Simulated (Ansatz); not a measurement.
PbS₂ (charge −1, doublet)

Input file:

```
crystal:
  periodic: [false, false, false]
  atoms:
    - {symbol: Pb, position_ang: [-0.299143, 0.087929, 0.643429]}
    - {symbol: S, position_ang: [-1.778277, -0.679212, -1.131209]}
    - {symbol: S, position_ang: [2.077420, 0.591283, 0.487790]}
basis:
  gaussian: {orbitals: def2-TZVPD, initial_orbitals: start.molden}
total_charge: -1
magnetization: {spin_polarized: true, initial_magnetization: 1}
hamiltonian: {xc: pbe0, dispersion: d4}
scf: {omitted_lower_state_checks: [starts]}
output: {forces: true, orbitals: {seedname: orbitals}}
```

Launched as:

```sh
ansatz run in.yaml --threads 4 --pin off --events-out ev --progress --plain --max-ram 3916MiB
```

Geometry: PBE-D4/def2-TZVPD; core potentials replace the inner electrons of Pb.

These are results of UKS PBE0-D4/def2-TZVPD in Ansatz 0.2.0, not measurements.

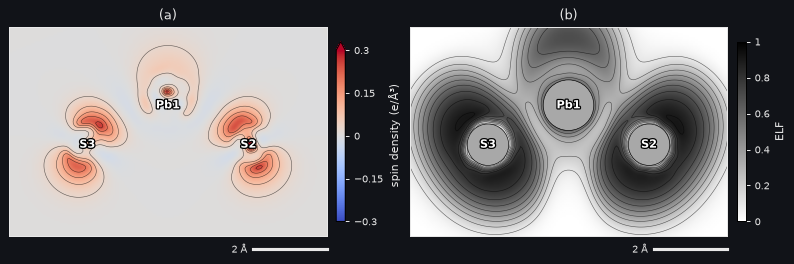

Figure 1. (a) spin density (α minus β); (b) ELF on the molecular plane. Grey discs cover the atomic cores in the ELF map.

Question: Describe what can be read from this map.

Answer: The plane passes through Pb and S nuclei.
Pb–S (2.43 Å): the ELF peaks at about 0.70 in the valence shell of S, 0.9 Å from its nucleus, and drops to about 0.25 between the two atoms.
The ELF also peaks beside S2 and S3, away from the bonds: non-bonding electrons, paired or unpaired.
The unpaired spin (1 electron) lies mostly on S2 (about 0.4), S3 (about 0.4) and Pb1 (about 0.2), in electrons by Hirshfeld's partition.

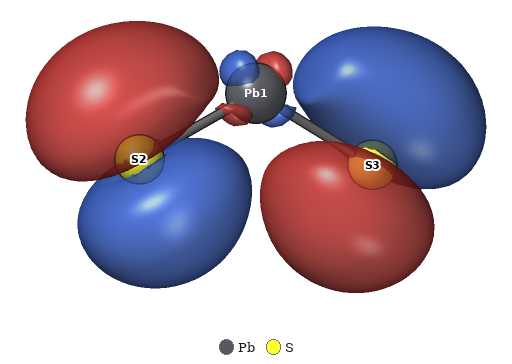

Figure 2. The HOMO (β) at ±0.06 Å⁻³ᐟ² (blue and red are the two phases), seen at a tilt.

Question: Where does this orbital lie, and at what energy?

Answer: By Hirshfeld shares it lies mainly on S2 (about 45 %), S3 (about 45 %) and Pb1 (about 10 %); it is symmetric in the molecular plane (an in-plane orbital: σ, lone-pair or in-plane π type); largely a combination of lone pairs on S2 and S3. Its energy is −1.79 eV.

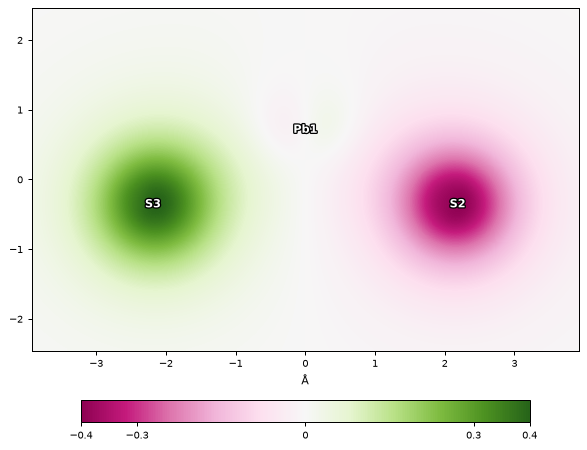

Figure 3. The HOMO−1 (β) on a plane 0.8 Å above the molecular plane (values in Å⁻³ᐟ²; the overall sign is arbitrary).

Question: Describe this orbital and give its energy.

Answer: It lies mainly on S2 (about 45 %), S3 (about 45 %) and Pb1 (about 10 %); it changes sign across the molecular plane (π type). Its energy is −2.02 eV.
